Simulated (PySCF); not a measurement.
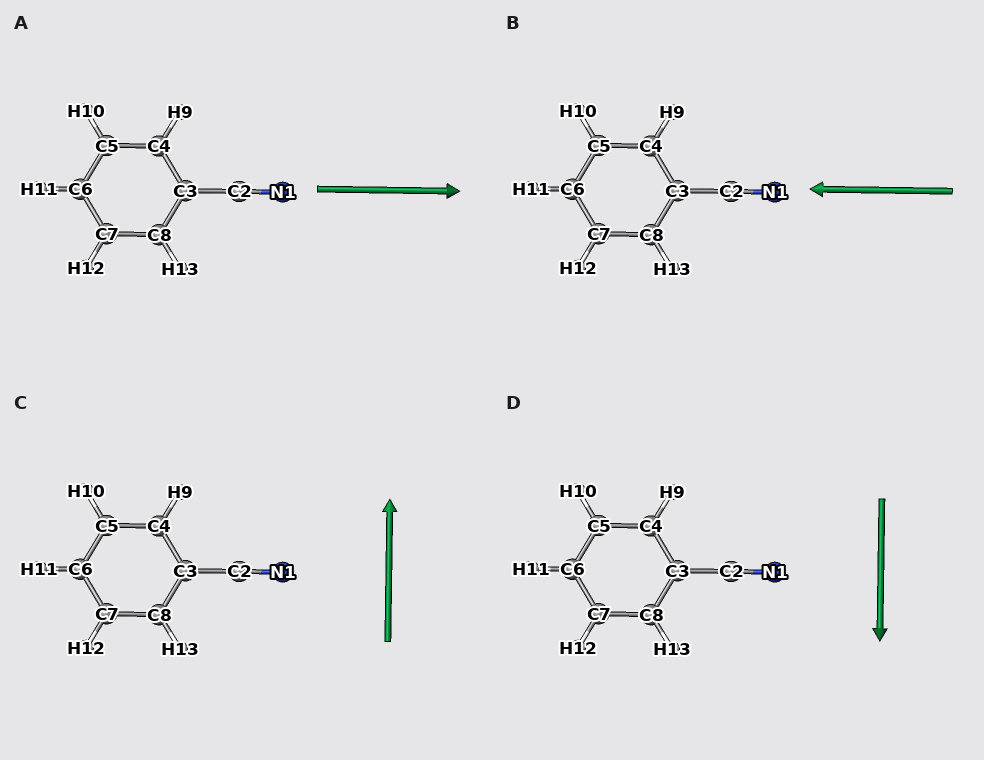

The same molecule four times, each with an arrow. The computed structure is the end point of a GFN2-xTB optimisation. No frequency run is at hand to confirm it as a minimum. Properties computed with B3LYP/pcJ-1, gas phase (PySCF 2.14.0).

Question: Which arrow points along the dipole moment, from the negative to the positive end?

Answer: B. The dipole moment is 4.61 D; it points from the side of N1 to the side of H11 (the outermost atoms at the two ends).
